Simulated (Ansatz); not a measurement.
Formation energy of the bound charge states of H interstitial started on O in alpha quartz (start: bound to O, open side; 72-site cell, 2×2×2 Γ-centred sampling) against the Fermi level, O-rich (Δμ(H) = -1.25 eV, bounded by H2O molecule; only phases computed here count, gases as isolated molecules at 0 K). These are PBE, PAW (plane waves to 420 eV; Ansatz, a program for electronic structure) values and carry that method's errors.

Details: 72-site cell; 2×2×2 Γ-centred k-points; host gap 5.68 eV; charged states image-corrected; finite-size errors of tenths of an eV; flagged in the runs: a host whose relaxation on this sampling wasn't shown to rest, a strain field that reaches the edge of the cell.

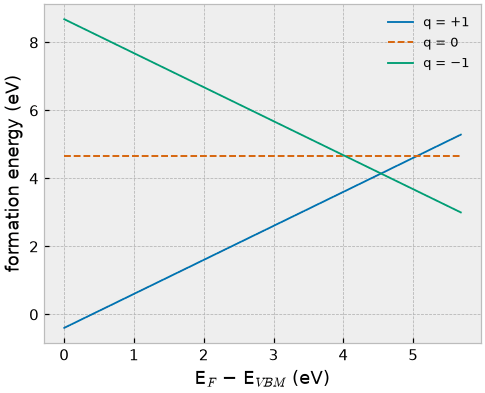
Figure: Formation energy of each charge state against the Fermi level

Crossings of the lowest lines: (+1/−1) at 4.54 eV. At the valence-band maximum: q = +1: -0.40 eV; q = 0: 4.67 eV; q = −1: 8.68 eV.
